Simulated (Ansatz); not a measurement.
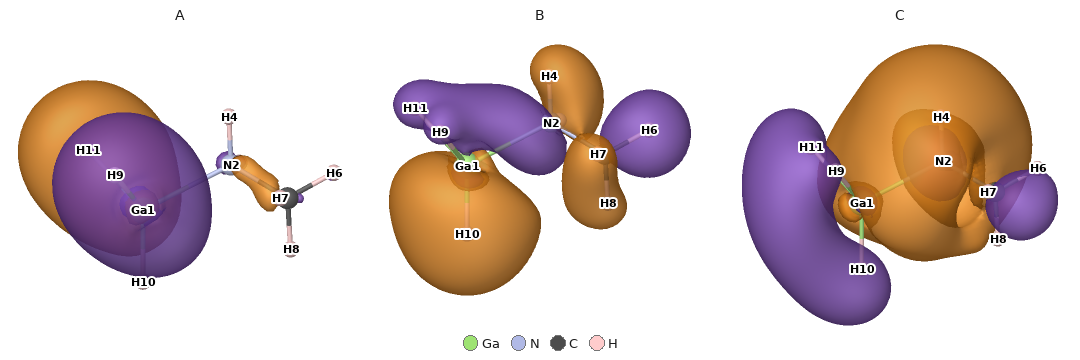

Figure 1: CH₈GaN (charge +1, doublet). Three frontier orbitals at ±0.06 Å⁻³ᐟ² (orange and purple are the two phases), in no order.

Geometry: PBE-D4/def2-SVP.

Theory: Ansatz 0.2.0, UKS PBE0-D4/def2-TZVP.

```yaml
atoms:
  - { symbol: Ga, position_ang: [-0.3783, -0.1762, -1.5095] }
  - { symbol: N, position_ang: [-0.2914, -0.3756, 0.5314] }
  - { symbol: C, position_ang: [0.4384, 0.7417, 1.2160] }
  - { symbol: H, position_ang: [0.1394, -1.2811, 0.7852] }
  - { symbol: H, position_ang: [-1.2564, -0.4299, 0.9020] }
  - { symbol: H, position_ang: [0.4263, 0.6001, 2.3133] }
  - { symbol: H, position_ang: [1.4872, 0.7654, 0.8656] }
  - { symbol: H, position_ang: [-0.0488, 1.7033, 0.9683] }
  - { symbol: H, position_ang: [1.0016, -0.9444, -2.0544] }
  - { symbol: H, position_ang: [-1.0624, 1.1383, -1.9387] }
  - { symbol: H, position_ang: [-0.4556, -1.7418, -2.0792] }
```

**Which picture is the HOMO−1, the HOMO and the LUMO? All are α orbitals.**

B is the HOMO−1 (α) (−14.59 eV). Its weight (Hirshfeld) is mainly on H10 (about 30 %), Ga1 (about 30 %), N2 (about 20 %) and C3 (about 5 %). A is the HOMO (α) (−13.04 eV). Its weight (Hirshfeld) is mainly on Ga1 (about 35 %), H11 (about 30 %) and H9 (about 30 %). C is the LUMO (α) (−5.11 eV). By Hirshfeld shares it lies mainly on Ga1 (about 40 %), N2 (about 15 %), H5 (about 10 %), H4 (about 10 %) and H10 (about 5 %).

**What is the gap between the highest occupied and lowest empty α orbitals?**

7.93 eV between the orbital energies.
